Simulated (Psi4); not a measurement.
# wB97X/def2-SVPD run of CH5BS (SMILES BSC)

Aim: the vertical singlet–triplet gap of CH5BS at wB97X/def2-SVPD, from 2 runs. 

The calculation is run with Psi4 1.11.

2 further runs of the same task are left out: 2 set aside as unsound or not needed.

### Step 1. The structure to begin with

CH5BS: 8 atoms, total charge 0, spin state singlet. SMILES: `BSC`. The shape is that of a PBE0-D4/def2-TZVP optimisation.

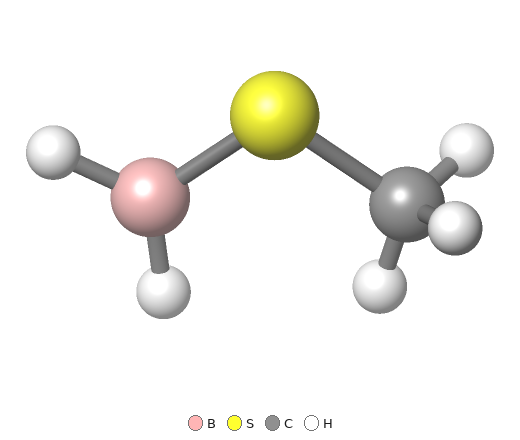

Viewed from a chosen angle; boron pink, sulfur yellow, carbon grey, hydrogen white.

### Step 2. Energy and gradient at wB97X/def2-SVPD

Input file run.py:

```python
import numpy as np
from ase.calculators.psi4 import Psi4
from ase import Atoms

mol = Atoms(['B', 'S', 'C', 'H', 'H', 'H', 'H', 'H'], positions=[
    [-0.869900, 0.955400, -0.908000],
    [0.707800, 0.854100, -0.159000],
    [0.741400, -0.735700, 0.702900],
    [-1.667800, 0.075300, -0.790300],
    [-1.086100, 1.947800, -1.532900],
    [0.910600, -0.561000, 1.765100],
    [1.559600, -1.337000, 0.307300],
    [-0.203500, -1.256000, 0.559200],
])
calc = Psi4(atoms=mol, method='wb97x', basis='def2-SVPD', memory='1600MB', num_threads=1, charge=0, multiplicity=1, label='ch5bs', reference='rks')
calc.psi4.set_options({'puream': True, 'e_convergence': 1e-09, 'd_convergence': 1e-08, 'scf_type': 'pk', 'dft_radial_points': 99, 'dft_spherical_points': 590})
mol.calc = calc

forces = mol.get_forces()
print(f'energy: {mol.get_potential_energy():.6f} eV')
print('forces / eV A^-1')
print(np.round(forces, 5))
```

Command:

```bash
$ python run.py
```

ch5bs.dat:

```text
[...]
  Running in c1 symmetry.
[...]
  Nuclear repulsion =   94.654244908694963
[...]
  Multiplicity = 1
[...]
  Nalpha       = 16
  Nbeta        = 16
[...]
    Number of basis functions: 107
[...]
   @RKS iter   1:  -463.91338218174491   -5.32257e-01   2.99146e-03 ADIIS/DIIS
[...]
   @RKS iter  11:  -463.97631827359135   -2.93312e-11   6.80157e-09 DIIS
[...]
    Orbital Energies [Eh]
    ---------------------
    Doubly Occupied:
       1A    -88.840093     2A    -10.305764     3A     -8.044072
       4A     -6.867710     5A     -6.011607     6A     -6.005881
       7A     -6.005164     8A     -0.924047     9A     -0.781511
      10A     -0.612285    11A     -0.549694    12A     -0.548526
      13A     -0.504910    14A     -0.447065    15A     -0.407362
      16A     -0.374641
[...]
  @RKS Final Energy:  -463.97631827359135
   => Energetics <=
    Nuclear Repulsion Energy =             94.6542449086949631
    One-Electron Energy =                -824.5437180537300037
    Two-Electron Energy =                 293.0134938726324663
    DFT Exchange-Correlation Energy =     -27.1003390011887859
    Empirical Dispersion Energy =           0.0000000000000000
    VV10 Nonlocal Energy =                  0.0000000000000000
    Total Energy =                       -463.9763182735913460
[...]
 Multipole Moments:
 ------------------------------------------------------------------------------------
     Multipole            Electronic (a.u.)      Nuclear  (a.u.)        Total (a.u.)
 ------------------------------------------------------------------------------------
 L = 1.  Multiply by 2.5417464519 to convert [e a0] to [Debye]
 Dipole X            :          1.0062532           -0.9527824            0.0534708
 Dipole Y            :          3.1118112           -3.6939449           -0.5821337
 Dipole Z            :         -1.2137792            1.5476672            0.3338880
 Magnitude           :                                                    0.6732161
[...]
  -Total Gradient:
     Atom            X                  Y                   Z
    ------   -----------------  -----------------  -----------------
       1        0.001056208398    -0.000904377112     0.000976444203
       2       -0.004969942941    -0.001420975544    -0.001433898860
       3       -0.000489448796    -0.003921902112     0.001897437396
       4        0.003019409637     0.003775084876    -0.000683420229
       5        0.001145237801    -0.003942905455     0.002583668773
       6       -0.000563967689    -0.000226113223    -0.005039697955
       7       -0.003484391747     0.003299024756     0.001568499529
       8        0.004316841705     0.003333399764     0.000149493075
[...]
```

On the terminal:

```text
energy: -12625.438703 eV
forces / eV A^-1
[[-0.05431  0.0465  -0.05021]
 [ 0.25556  0.07307  0.07373]
 [ 0.02517  0.20167 -0.09757]
 [-0.15526 -0.19412  0.03514]
 [-0.05889  0.20275 -0.13286]
 [ 0.029    0.01163  0.25915]
 [ 0.17917 -0.16964 -0.08066]
 [-0.22198 -0.17141 -0.00769]]
```

Run time: 29 s. Hardware: 1 thread of Intel Xeon 6975P-C (Granite Rapids), shared host; peak memory 0.75 GiB.

### Step 3. The triplet

Input file ch5bs.dat:

```
memory 1600 MB

molecule {
  0 3
  B     -0.869900     0.955400    -0.908000
  S      0.707800     0.854100    -0.159000
  C      0.741400    -0.735700     0.702900
  H     -1.667800     0.075300    -0.790300
  H     -1.086100     1.947800    -1.532900
  H      0.910600    -0.561000     1.765100
  H      1.559600    -1.337000     0.307300
  H     -0.203500    -1.256000     0.559200
  symmetry c1
}

set basis def2-SVPD
set reference uks
set puream true
set e_convergence 1e-09
set d_convergence 1e-08
set scf_type pk
set dft_radial_points 99
set dft_spherical_points 590
set maxiter 200

e, wfn = gradient("wb97x", return_wfn=True)
oeprop(wfn, "MULLIKEN_CHARGES", "QUADRUPOLE", "LOWDIN_CHARGES")
print_variables()
```

Command:

```bash
$ psi4 -i ch5bs.dat -o ch5bs.out -n 1
```

ch5bs.out:

```text
[...]
  Running in c1 symmetry.
[...]
  Nuclear repulsion =   94.654244908694963
[...]
  Multiplicity = 3
[...]
  Nalpha       = 17
  Nbeta        = 15
[...]
    Number of basis functions: 107
[...]
   @UKS iter   1:  -463.70324458881885   -3.22119e-01   3.40236e-03 DIIS/ADIIS
[...]
   @UKS iter  15:  -463.80121493546227   -9.24274e-11   9.13952e-09 DIIS
[...]
   @S^2 Observed:                2.008082405E+00
[...]
    Orbital Energies [Eh]
    ---------------------
    Alpha Occupied:
       1A    -88.932643     2A    -10.342938     3A     -8.131988
       4A     -6.787561     5A     -6.104731     6A     -6.096828
       7A     -6.090049     8A     -0.987121     9A     -0.830682
      10A     -0.631768    11A     -0.599988    12A     -0.575728
      13A     -0.518696    14A     -0.471984    15A     -0.447836
      16A     -0.405806    17A     -0.201422
    Alpha Virtual:
      18A      0.065679    19A      0.079346    20A      0.101908
      21A      0.102229    22A      0.120527    23A      0.131489
      24A      0.144798    25A      0.157772    26A      0.171284
[...]
  @UKS Final Energy:  -463.80121493546227
   => Energetics <=
    Nuclear Repulsion Energy =             94.6542449086949631
    One-Electron Energy =                -823.2173665226514458
    Two-Electron Energy =                 291.8404253584845947
    DFT Exchange-Correlation Energy =     -27.0785186799903919
    Empirical Dispersion Energy =           0.0000000000000000
    VV10 Nonlocal Energy =                  0.0000000000000000
    Total Energy =                       -463.8012149354622693
[...]
  -Total Gradient:
     Atom            X                  Y                   Z
    ------   -----------------  -----------------  -----------------
       1        0.073884379775    -0.004877674072     0.035136034013
       2       -0.071361453821     0.015356605714    -0.039667053728
       3        0.006092984112    -0.011140176252     0.008821662275
       4        0.000012686960     0.006603236566    -0.003539623098
       5       -0.003433029208    -0.006247564778     0.001840474940
       6       -0.003331519403    -0.002633884846    -0.006646714165
       7       -0.007258965928     0.002074101450     0.002136194220
       8        0.005405609845     0.000887309666     0.001912705691
[...]
 Multipole Moments:
 ------------------------------------------------------------------------------------
     Multipole            Electronic (a.u.)      Nuclear  (a.u.)        Total (a.u.)
 ------------------------------------------------------------------------------------
 L = 1.  Multiply by 2.5417464519 to convert [e a0] to [Debye]
 Dipole X            :          2.3139182           -0.9527824            1.3611359
 Dipole Y            :          2.8123952           -3.6939449           -0.8815497
 Dipole Z            :         -0.4784179            1.5476672            1.0692493
 Magnitude           :                                                    1.9424507
 L = 2.  Multiply by 1.3450342976 to convert [e a0^2] to [Debye ang]
 Quadrupole XX       :        -91.1617660           66.5350740          -24.6266920
 Quadrupole XY       :         24.2762545          -23.9773377            0.2989169
[...]
  Mulliken Charges: (a.u.)
   Center  Symbol    Alpha    Beta     Spin     Total
       1     B     3.32428  2.56414  0.76014 -0.88842
       2     S     8.65631  7.45283  1.20348 -0.10915
       3     C     2.85383  2.91626 -0.06243  0.22990
       4     H     0.33434  0.30915  0.02519  0.35651
       5     H     0.34287  0.31562  0.02725  0.34151
       6     H     0.48916  0.46278  0.02638  0.04806
       7     H     0.48876  0.46267  0.02610  0.04857
       8     H     0.51045  0.51655 -0.00610 -0.02699
   Total alpha = 17.00000, Total beta = 15.00000, Total charge =  0.00000
[...]
```

It took 47 s on 1 thread of Intel Xeon 6975P-C (Granite Rapids), shared host; peak memory 0.74 GiB.

### Step 4. Outcome

Level: wB97X/def2-SVPD.

| quantity | value |
| --- | --- |
| singlet: total energy | -463.97632 Eh |
| singlet: dipole moment | 1.71 D |
| singlet: HOMO energy | -10.19 eV |
| singlet: LUMO energy | 1.15 eV |
| singlet: HOMO–LUMO gap | 11.34 eV |
| singlet: largest force on an atom | 0.281 eV/Å |
| triplet: total energy | -463.80121 Eh |
| triplet: dipole moment | 4.94 D |
| triplet: HOMO energy (highest over α and β) | -5.48 eV |
| triplet: LUMO energy (lowest over α and β) | -3.81 eV |
| triplet: ⟨S²⟩ | 2.008 |
| triplet: largest force on an atom | 4.272 eV/Å |
| vertical energy of the triplet above the singlet | 4.765 eV |

**Reading.** At this shape the triplet lies 4.76 eV (460 kJ/mol) above the singlet. The largest force (singlet) is 0.28 eV/Å: the shape isn't a stationary point for this species at this level. Mulliken charges (triplet) run from -0.89 on B1 to +0.36 on H4; in a basis this large or diffuse they mean little.
